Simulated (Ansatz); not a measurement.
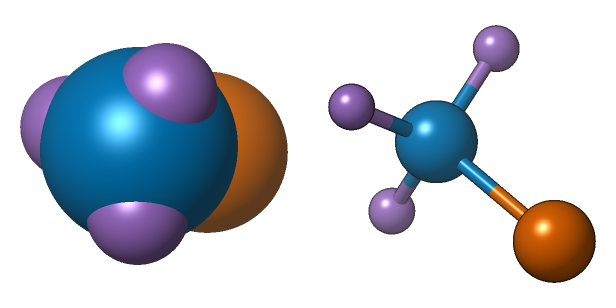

The same structure drawn twice, from different directions. Colours: germanium blue, bromine orange, hydrogen purple.

The geometry was computed by an optimisation with PBE0-D4/def2-TZVP.

Question: What is the molecular formula?

Answer: BrGeH3, 5 atoms: 1 bromine, 1 germanium and 3 hydrogen.

Question: Count the bonded pairs by element.

Answer: 3 Ge–H, 1 Br–Ge. Sticks follow a distance rule.

The parts below concern this one geometry. Atoms keep their numbers from picture to picture.

### Geometry

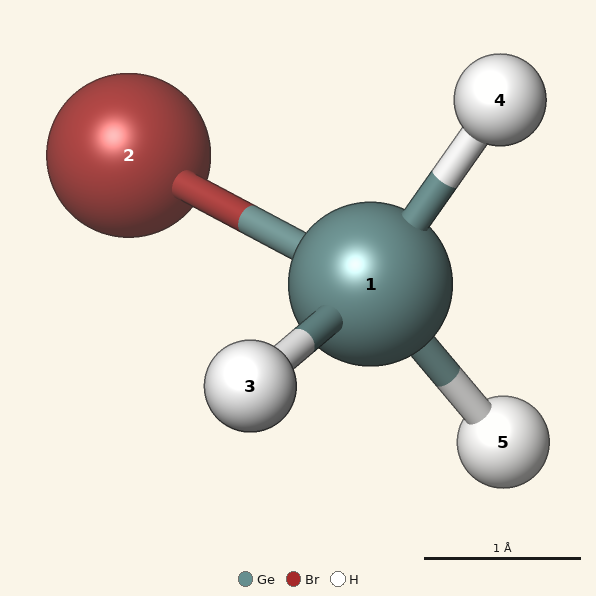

Atoms carry their numbers in the input.

List the bonds and their lengths.

```
   bond  length (Å)
Ge1–Br2       2.309
 Ge1–H3       1.532
 Ge1–H4       1.532
 Ge1–H5       1.532
```

### Dipole moment

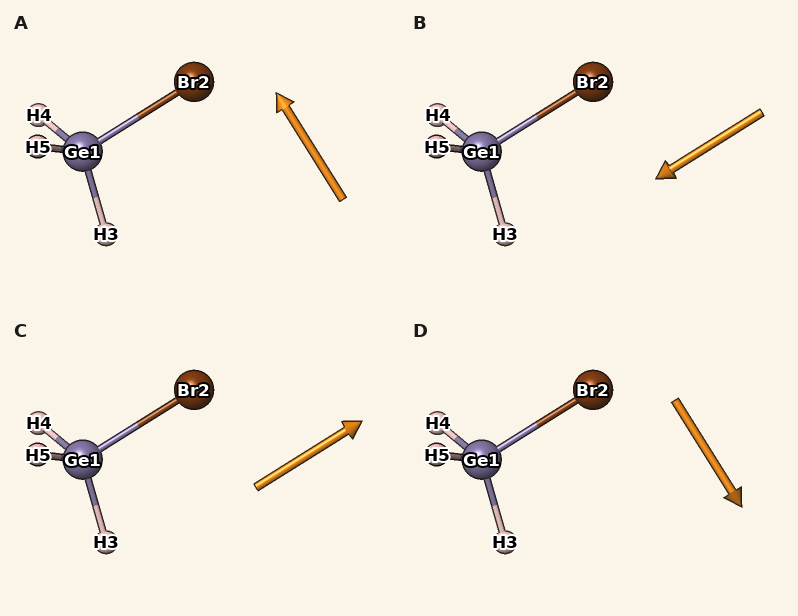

The same molecule four times, each with an arrow. Level of theory: RKS PBE0-D4/def2-TZVP (Ansatz 0.2.0).

Question: Which arrow points along the dipole moment, from the negative to the positive end?

Answer: B. The dipole moment is 1.90 D; it points from the side of Br2 to the side of H3, H4, H5 (the outermost atoms at the two ends).

### Electronic properties

Level of theory: RKS PBE0-D4/def2-TZVPP (Ansatz 0.2.0).

Question: Give the HOMO–LUMO gap at this level.

Answer: 7.64 eV.

Question: What is the HOMO energy (Kohn–Sham orbital)?

Answer: −8.26 eV.

### Charges

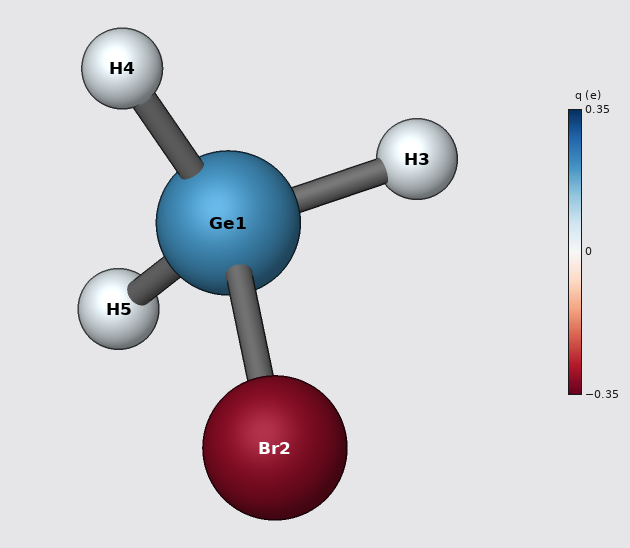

Atoms are coloured by their Mulliken charges. Properties computed with RKS PBE0-D4/def2-TZVP (Ansatz 0.2.0).

List the Mulliken charges.

```json
{"atom": "Ge1", "value (e)": "0.21"}
{"atom": "Br2", "value (e)": "−0.31"}
{"atom": "H3", "value (e)": "0.03"}
{"atom": "H4", "value (e)": "0.03"}
{"atom": "H5", "value (e)": "0.03"}
```

Mulliken values depend strongly on the basis set and can even reverse the polarity of a bond.
